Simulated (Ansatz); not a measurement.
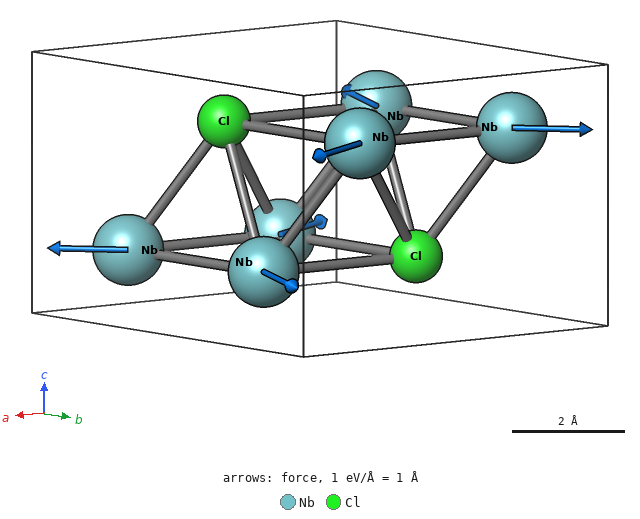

Starting geometry of crystalline Nb₃Cl (built on the Ni3Sn (D0_19)_194 type) (coarse preliminary run) with the computed forces as blue arrows. Style: ball-and-stick. Shown: the cell of the calculation, from a free direction.

Case: Ni3Sn (D0_19) type (P6_3/mmc, No. 194).

Computed with DFT PBE, scalar-relativistic, plane waves, PAW (Ansatz).

The input:
```yaml
crystal:
  lattice:
    - [5.9857820949, 0.0, 0.0]
    - [-2.9928910474, 5.1838393557, 0.0]
    - [0.0, 0.0, 4.8045136913]
  atoms:
    - { symbol: Nb, position: [0.833, 0.666, 0.25] }
    - { symbol: Nb, position: [0.167, 0.833, 0.75] }
    - { symbol: Nb, position: [0.334, 0.167, 0.25] }
    - { symbol: Nb, position: [0.167, 0.334, 0.75] }
    - { symbol: Nb, position: [0.833, 0.167, 0.25] }
    - { symbol: Nb, position: [0.666, 0.833, 0.75] }
    - { symbol: Cl, position: [0.3333333333, 0.6666666667, 0.25] }
    - { symbol: Cl, position: [0.6666666667, 0.3333333333, 0.75] }
basis:
  ecutwfc: 420
kpoints:
  mp_grid: { grid: [3, 3, 4] }
hamiltonian:
  xc: pbe
scf:
  occupations: { method: gaussian, width: 0.1 }
  lower_state_search: "off"
output:
  forces: true
  stress: true
  eigenvalues: true
relax:
  adjacent_minimum: "off"
  f_tol: 0.04
  max_steps: 70
  cell: { stress_tol: 0.4 }
```

Command:
```bash
ansatz run input.yaml --threads 1 --pin off --max-ram 2560MiB --backend cpu --events-out ev --progress --plain --runs-dir out
```

**Is this structure relaxed? If not, where do the atoms go?**

It isn't relaxed: the largest force vector, on Nb atoms, is 1.47 eV/Å. The atoms end up moving mostly along the starting forces (cosine between the two patterns 1.00). Over 3 accepted moves (5 points after the start) the energy falls by 84.3 meV per atom. Largest force component: 1.5 eV/Å at the start, 0.0053 eV/Å at the end. The pressure goes from −4.91 to −0.01 GPa. The line search rejected the trial step at point 1 of the run. The SCF was repeated once at an unchanged geometry on a basis and grid sized afresh for the cell, which shifted the energy by less than 0.05 meV per atom at most. The largest moves relative to the cell, 0.11 Å, are those of Nb1, Nb2, Nb3, Nb4, Nb5 and Nb6. Nb3 goes along [−2 −1 0]. Cl stays in place. Cell: a = b 5.986 → 5.859 Å (−2.1 %), c 4.805 → 4.901 Å (+2.0 %). Volume −2.2 %. Near-neighbour distances that change, for instance: Nb1–Nb3 2.999 → 2.749 Å, Nb1–Nb3 (another image) 2.987 → 3.111 Å, Nb1–Cl8 2.957 → 3.038 Å, Nb1–Cl7 2.993 → 2.932 Å. The space group stays P6_3/mmc (No. 194). Cost: 45 s on 1 thread of Intel(R) Xeon(R) Platinum 8259CL CPU @ 2.50GHz (Skylake/Cascade Lake), with other jobs on the host, peak memory 0.5 GiB.
